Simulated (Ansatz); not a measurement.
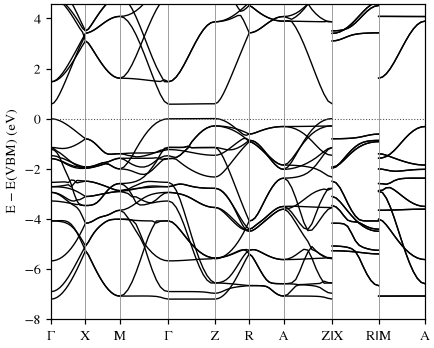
*Band structure from PBEsol in the plane-wave PAW code Ansatz*

**Question.** Read off the gap and where the band edges lie.

**Answer.** About 0.6 eV (0.58 eV by a search for the band edges); maximum at Z, minimum at Γ.

**Question.** Which of these materials gives this?
A) SnO2, rutile
B) LiTaO3, P4mm (Ta on 1b, Li on 1a, O on 1b, O on 2c)
C) SnO2, P4_2/nmc (Sn on 2a, O on 4d)
D) WO3, P4/nmm (W on 2c, O on 2c, O on 4d)

**Answer.** D, WO3, P4/nmm (W on 2c, O on 2c, O on 4d)

The first step of the workflow began from a Materials Project structure, measured or hypothetical; the Crystallography Open Database files this formula in space group No. 129, but the cells were not matched. Its standing as an ambient phase is unchecked. Symmetry was held in the PBEsol relaxation. At this level the phase is dynamically unstable (imaginary phonons). The run is not spin-polarised. No Hubbard U is applied. Spin–orbit coupling is left out wherever it is not named.

Potentials: the earlier of the program's two PAW sets. The files were generated under PBE; for other functionals the program regenerates the frozen cores, and for LDA and PBEsol the local potential too.
